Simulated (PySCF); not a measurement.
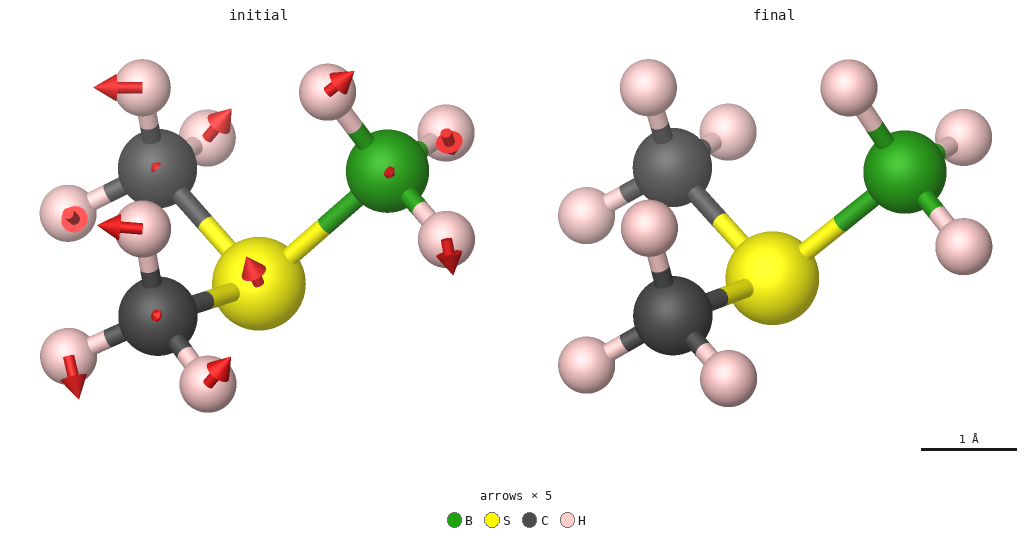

The structure of C2H9BS before (left) and after (right) a relaxation, at one scale. The red arrows give the displacements, magnified 5 times.

Style: ball-and-stick. Shown from a free direction.

The start comes from GFN2-xTB.

Level of theory: PBE0-D3(BJ)/def2-SVP geometry optimisation, gas phase in PySCF 2.14.0, density-fitted response routines. 

Describe what moved and what it gained.

Answer. Over 6 geometry steps the energy falls by 0.089 eV. The largest force component goes from 0.83 to 0.016 eV/Å. An H atom moves most after the best rigid fit: 0.10 Å. By element the largest moves are H 0.10 Å, S 0.07 Å, B 0.02 Å, C 0.02 Å. Near-neighbour distances that change, for instance: B–H 1.185 → 1.221 Å, B–S 1.972 → 1.943 Å, C–S 1.819 → 1.798 Å, C–H 1.085 → 1.099 Å. Bond angles that change, for instance: B–S–C 101.0° → 103.8°, C–S–C 98.4° → 100.5°. The run took of the order of 60 core-seconds on a shared host.
